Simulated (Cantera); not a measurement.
A closed system holds: 1 mol Fe3O4, 240 mol H2, equilibrated at 0.00133 bar.

Cantera equilibrium calculation (NASA polynomials, part measured and part estimated; ideal gas, pure solids and liquids). Candidate condensed phases: Fe, FeO, Fe(OH)2, Fe(OH)3, Fe2O3, Fe3O4, H2O; 12 gas species. The numbers say what is thermodynamically allowed, not how fast it happens.

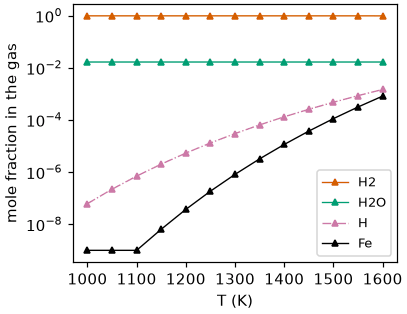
Figure. Equilibrium gas composition (values under 1e-9 drawn at 1e-9)

From 1000 K to 1150 K the condensed part is Fe(α). From 1200 K to 1600 K the condensed part is Fe(γ).
